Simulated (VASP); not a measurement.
Band structure of ZrSi₂ (sg63). Method: PBEsol GGA, VASP's PBE PAW potentials (set 64) (plane waves; VASP).

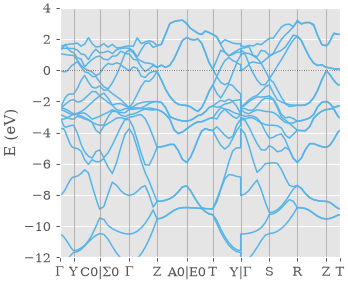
Figure. Bands along high-symmetry lines, zero at the valence-band maximum or, without a gap, the Fermi level

**Question.** Read the plot: is there a gap, and where are the band edges?

**Answer.** It has no gap at this level: it comes out as a metal or semimetal. (Edges off the drawn lines would not show.)

The compound is ZrSi2 in the sg63 structure. It was relaxed first.
